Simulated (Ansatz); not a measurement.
**Abstraction of H: CH4O3S + GeH3(CC) → CH3O3S + C2H4Ge**

Gas-phase species: CH4O3S (methanesulfonic acid) `CS(=O)(=O)O`, singlet; GeH3(CC), doublet; CH3O3S `[CH2]S(=O)(=O)O`, doublet; C2H4Ge `C#[C][GeH3]`, singlet. A radical takes H: the energy is the difference in strength between two C–H bonds in different surroundings.

Shapes, held fixed at every level: PBE0-D4/def2-TZVP. Flexible molecules stand in one conformer, not always the lowest. Programs: Ansatz 0.2.0. The zero-point and thermal change to 298 K, harmonic and unscaled (PBE0-D4/def2-TZVP), is -6.9 kJ/mol.

| level | kind | ΔH(298 K) (kJ/mol) |
| --- | --- | --- |
| HF/def2-TZVPP | Hartree–Fock | -89.9 |
| SPW92/def2-TZVPP | LDA | -127.9 |
| PBE-D4/def2-TZVPP | GGA | -124.1 |
| B3LYP-D4/def2-TZVPP | global hybrid | -126.5 |
| BHLYP-D4/def2-TZVPP | global hybrid | -125.5 |
| wB97M-V/def2-TZVPP | range-separated hybrid | -125.2 |
| B2PLYP/def2-TZVPP | double hybrid | -124.7 |

B2PLYP/def2-TZVPP gives ΔH(298 K) = -124.7 kJ/mol; the levels span -127.9 to -89.9. The median of the levels is -125.2. No measured value is set beside it here. Spin contamination: GeH3(CC) (⟨S²⟩ up to 1.14). Open shells run unrestricted. Relativity is left out for Ge. Outer-core shells of Ge are correlated, in sets that cover them unevenly.

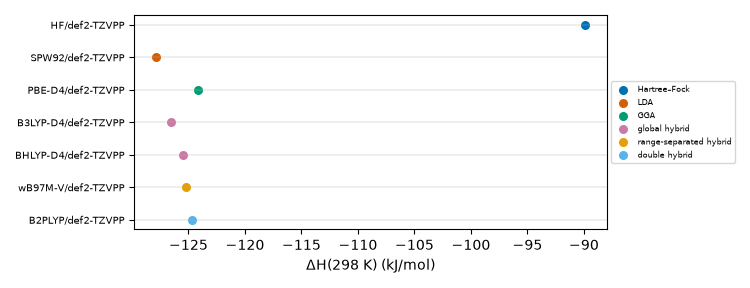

The values of the table, level by level.
